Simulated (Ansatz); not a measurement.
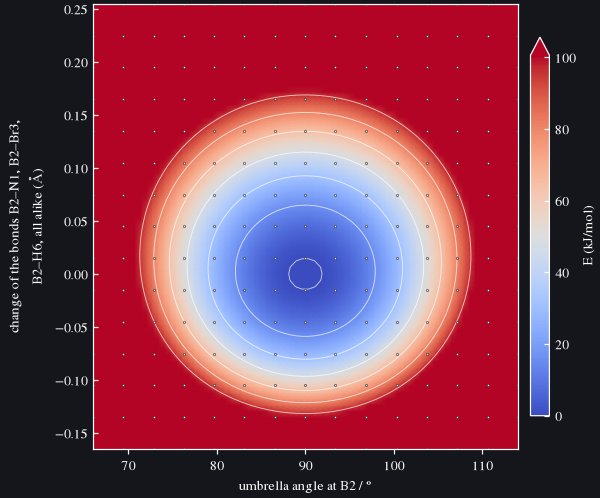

BBrH₃N, SMILES NBBr. Coordinates scanned: (1) umbrella angle at B2 (between each of its bonds and their common axis; 90 is planar); (2) change of the bonds B2–N1, B2–Br3, B2–H6, all alike. Nothing is relaxed (all other coordinates rigid). Grid: 15 × 15 points; 120 points were computed and 105 follow by symmetry. Points are written as (first, second). Energies are in kJ/mol, from the lowest grid point. The calculation used RKS r2SCAN-D4/def2-TZVP (Ansatz 0.2.0).

The picture shows a smooth colour map with a few white contour lines, dots at the grid points, one colour for all values above the top of the scale. Between grid points the surface is interpolated.

Where is the minimum, and how stiff is the well along each coordinate?

The interpolated minimum is at the first coordinate ≈ 90.0°, the second coordinate ≈ 0.000 Å. The curvatures there are about 18 eV/rad² and 93 eV/Å², with a cross term of about 0 eV/(rad·Å). Round the minimum the two coordinates are nearly uncoupled. (1 eV is 96.5 kJ/mol.)
